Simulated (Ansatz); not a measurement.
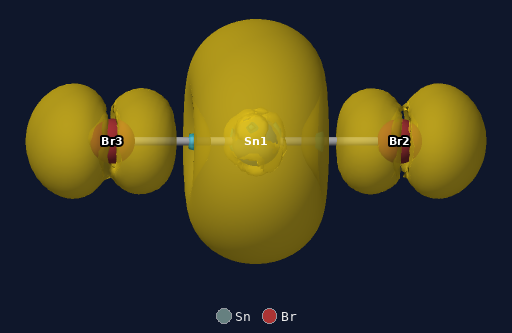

*Br$_{2}$Sn (charge −1, quartet). Isosurfaces of the spin density at +0.015 (yellow) and −0.015 e/Å³ (cyan), seen from one side.*

Geometry: PBE-D4/def2-TZVPD; core potentials replace the inner electrons of Sn.

Level of theory: Ansatz, UKS PBE0-D4/def2-TZVPD.

Question: Which atoms carry the spin?

Answer: The unpaired spin (3 electrons) lies mostly on Sn1 (about 2.1), Br2 (about 0.4) and Br3 (about 0.4), in electrons by Hirshfeld's partition.
